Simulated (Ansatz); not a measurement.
Consider CdTe in the zinc blende structure (space group F-43m, No. 216; a = 6.4887 Å).

Now apply this change: cell and atoms relaxed at a pressure of 0.9 GPa.

All numbers come from PBEsol (Ansatz, a program for electronic structure; PAW; 420 eV plane waves; spin-orbit coupling left out).

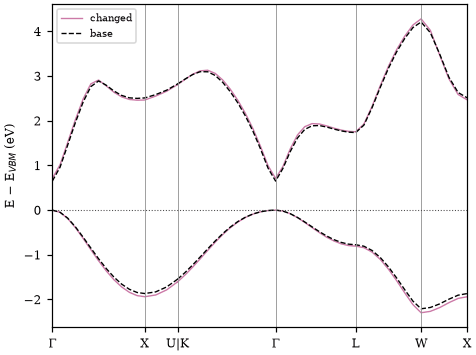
*Highest valence and lowest conduction band along the path, each from its own valence-band maximum*

From the figure, how large is the changed gap, and is it direct?

About 0.7 eV, direct at Γ.

With Te present, leaving out spin-orbit coupling can change the band edges. Load acts through the strain it causes; cell and atoms are relaxed under it. Stability against distortions was not tested.
